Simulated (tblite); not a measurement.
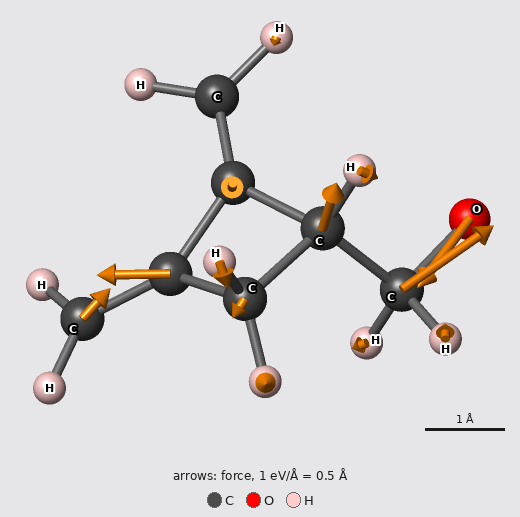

Starting geometry of C7H9O (multiplicity 2) with the computed forces as orange arrows. A ball-and-stick model, seen at a tilt.

Level of theory: tblite, GFN2-xTB geometry optimisation, gas phase. 

Question: Is this structure relaxed? If not, where do the atoms go?

Answer: It isn't relaxed: the largest force vector, on a C atom, is 2.98 eV/Å. The final displacements have little in common with the starting forces (cosine between the two patterns 0.09). After 75 geometry steps the energy has fallen by 0.460 eV. The largest move after the best rigid fit is that of an H atom, 0.77 Å. By element the largest moves are H 0.77 Å, O 0.57 Å, C 0.49 Å. Near-neighbour distances that change, for instance: C–O 1.395 → 1.305 Å, C–C 1.523 → 1.571 Å, C–H 1.087 → 1.112 Å, C–C 1.493 → 1.511 Å. Among the angles between lasting bonds that change: H–C–H 117.6° → 109.0°, C–C–H 110.5° → 115.4°, C–C–H 114.2° → 109.3°.
